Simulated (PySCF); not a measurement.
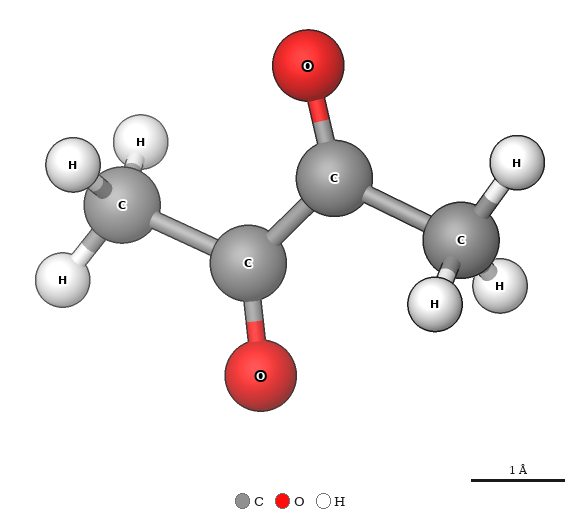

This is the input geometry for a relaxation of C₄H₆O₂. The picture is a ball-and-stick view, seen at a tilt.

The start comes from MMFF94s. Its atoms were then displaced at random by about 0.03 Å.

Method: PySCF 2.14.0, density-fitted response routines, PBE0-D3(BJ)/def2-SVP geometry optimisation, gas phase.

```xyz
12

C     1.9902   -0.1577    0.3522
C     0.6157    0.2427   -0.3413
O     0.4893    0.8991   -1.3953
C    -0.5330   -0.2495    0.3243
C    -1.9374    0.0610   -0.3714
O    -0.5616   -0.8916    1.3622
H     1.9758    0.3421    1.3453
H     2.8046    0.3573   -0.2503
H     2.0469   -1.1497    0.4432
H    -2.0605    1.1586   -0.3551
H    -1.9736   -0.3568   -1.3181
H    -2.7408   -0.3382    0.2552
```

> What does the optimiser find from here?

Over 13 geometry steps the energy falls by 0.991 eV. The atom that moves furthest after the best rigid fit is C4 (0.10 Å). Largest moves by element: C 0.10 Å, H 0.09 Å, O 0.08 Å. Near-neighbour distances that change, for instance: C2–C4 1.416 → 1.544 Å, C1–H9 0.998 → 1.101 Å, C4–C5 1.598 → 1.497 Å, C1–C2 1.591 → 1.497 Å. Among the angles between lasting bonds that change: H10–C5–H11 114.2° → 105.9°, C5–C4–O6 116.9° → 124.6°, C2–C4–O6 127.0° → 119.4°. Cost: 52 s on 1 thread of Arm Neoverse V2, on a shared host.

Final geometry:

```xyz
12

C     1.9448   -0.0804    0.3166
C     0.6463    0.2462   -0.3526
O     0.5427    0.8549   -1.3895
C    -0.6272   -0.2500    0.3661
C    -1.9249    0.0593   -0.3127
O    -0.5246   -0.8396    1.4141
H     1.9416    0.2911    1.3522
H     2.7760    0.3532   -0.2516
H     2.0598   -1.1731    0.3892
H    -2.0557    1.1508   -0.3789
H    -1.9094   -0.3066   -1.3501
H    -2.7538   -0.3885    0.2480
```

After the run, drawn alike:

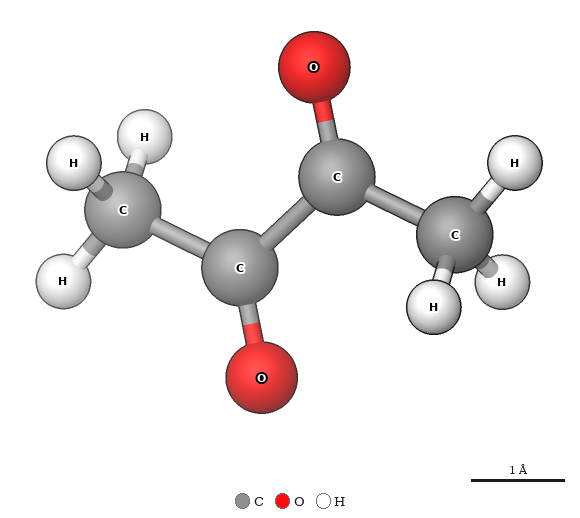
